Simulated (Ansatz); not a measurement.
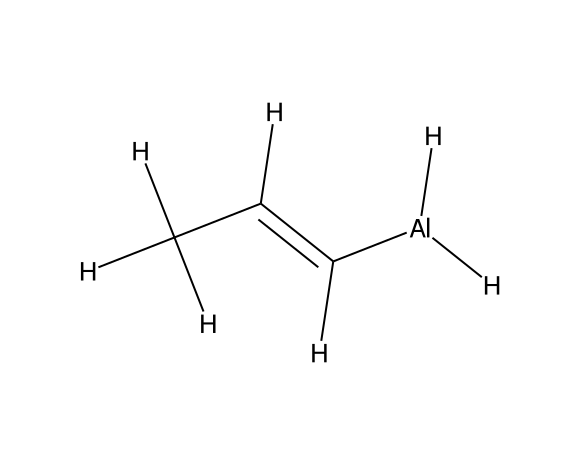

Structural formula above. Computed geometry: PBE0-D4/def2-TZVP optimisation.

Describe the 3D structure.

Formula C₃H₇Al. Its SMILES string is `C/C=[CH]/[AlH2]`. Among its groups: alkene. This geometry has Cs symmetry. Coordination: 1 C tetrahedral; 2 C trigonal planar; 1 Al trigonal planar.

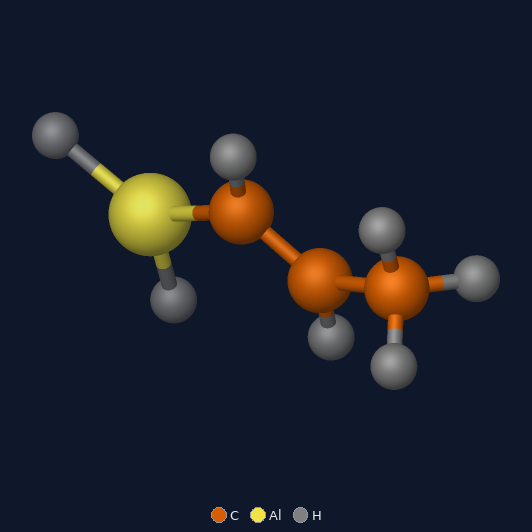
